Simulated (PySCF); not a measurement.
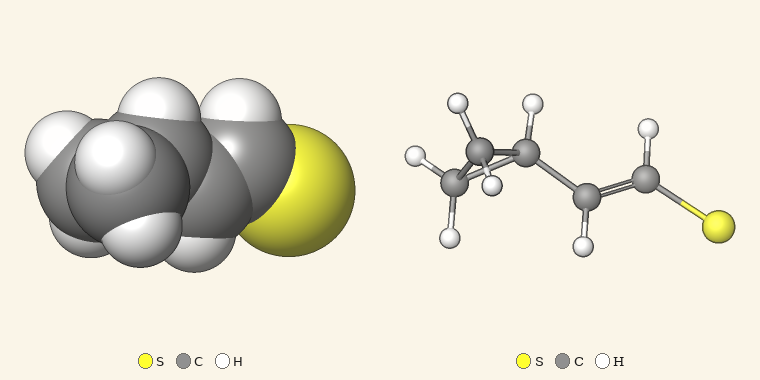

Both panels show the same species.

The species has charge −1 and is a spin singlet. The computed structure is the end point of a GFN2-xTB optimisation. No frequency run is at hand to confirm it as a minimum.

Count the atoms of each element.

Answer. C5H7S(-), 13 atoms: 5 carbon, 7 hydrogen and 1 sulfur.

Count the bonded pairs by element.

Answer. 7 C–H, 5 C–C, 1 C–S.

The parts below concern this one geometry. Atoms keep their numbers from picture to picture.

Symmetry

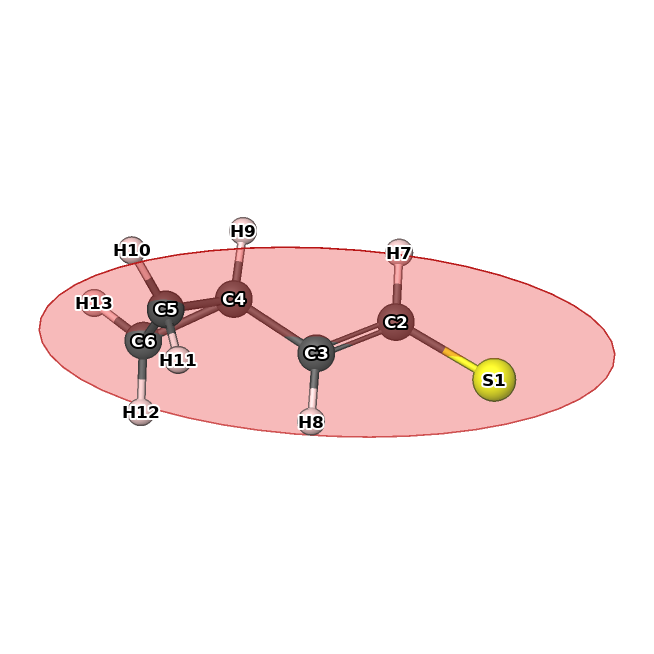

A disc through the centre of mass is drawn in. Distant atoms are faded towards the background colour. No frequency run is at hand to confirm it as a minimum.

Is the plane of the disc a mirror plane of the structure?

Answer. No. The point group is Cs, with 1 mirror plane, and this plane isn't one of its mirror planes.

Charges

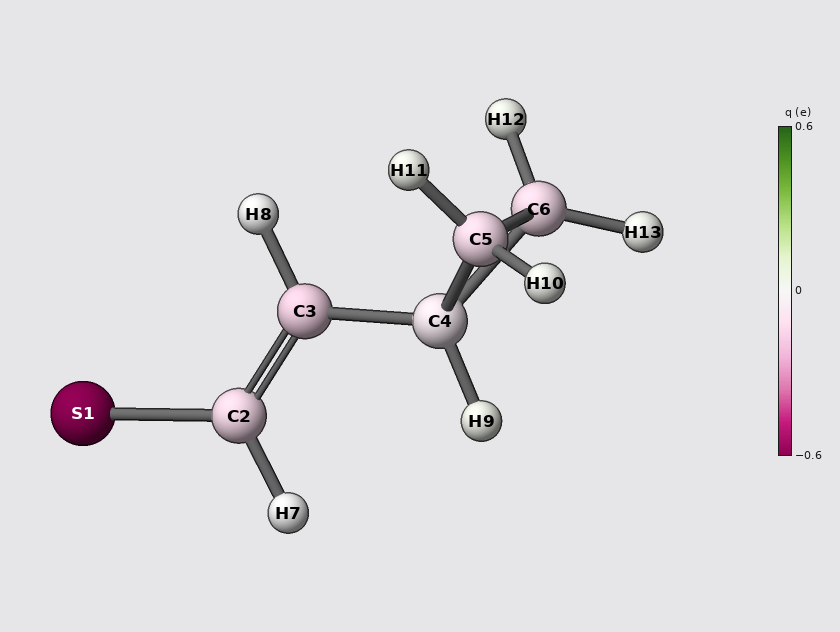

Atoms are coloured by their Hirshfeld charges. No frequency run is at hand to confirm it as a minimum. Level of theory: PBE0/pcSseg-1, gas phase (PySCF 2.14.0).

Give the Hirshfeld charges atom by atom.

```csv
atom,value (e)
S1,−0.59
C2,−0.12
C3,−0.14
C4,−0.05
C5,−0.12
C6,−0.12
H7,0.00
H8,0.00
H9,0.03
H10,0.02
H11,0.03
H12,0.03
H13,0.02
```

NMR shielding

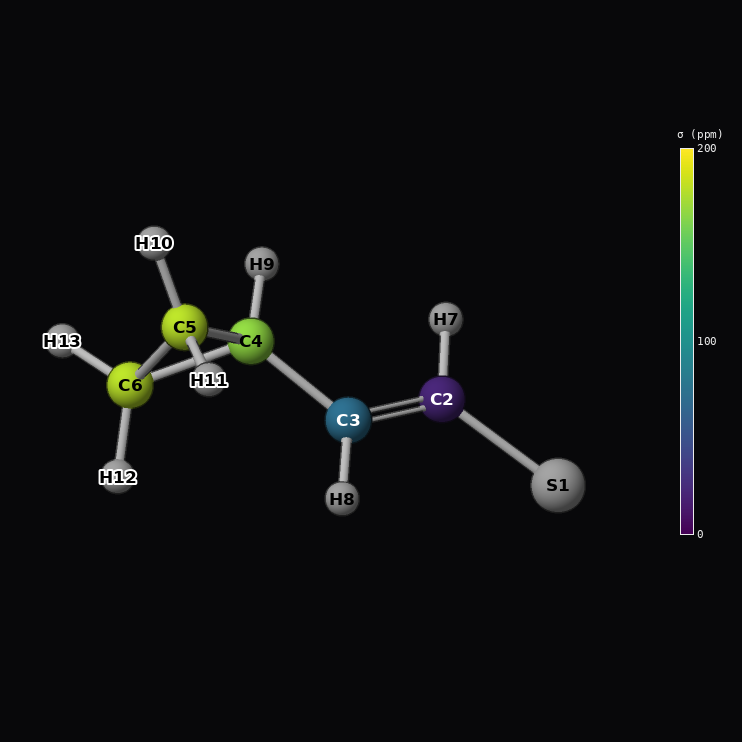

Atoms are coloured by their isotropic NMR shieldings (C only, the others grey). No frequency run is at hand to confirm it as a minimum. Level of theory: GIAO PBE0/pcSseg-1 NMR shielding, non-relativistic, gas phase (PySCF 2.14.0).

Which C atom is the most shielded (lowest chemical shift)?

Answer. C5, C6 (178.5 ppm).

Which C atom is the least shielded (highest chemical shift)?

Answer. C2 (21.1 ppm).

How wide is the range of C shifts?

Answer. 157.4 ppm.

Give the isotropic NMR shieldings of the C atoms atom by atom.

| atom | σ (ppm) |
| --- | --- |
| C2 | 21.1 |
| C3 | 72.1 |
| C4 | 166.5 |
| C5 | 178.5 |
| C6 | 178.5 |

Electronic properties

No frequency run is at hand to confirm it as a minimum. Properties computed with PBE0/def2-SVPD, gas phase (PySCF 2.14.0).

Give the mean static polarisability at this level.

Answer. 108.8 bohr³.

What is the HOMO energy (Kohn–Sham orbital)?

Answer. −0.10 eV.
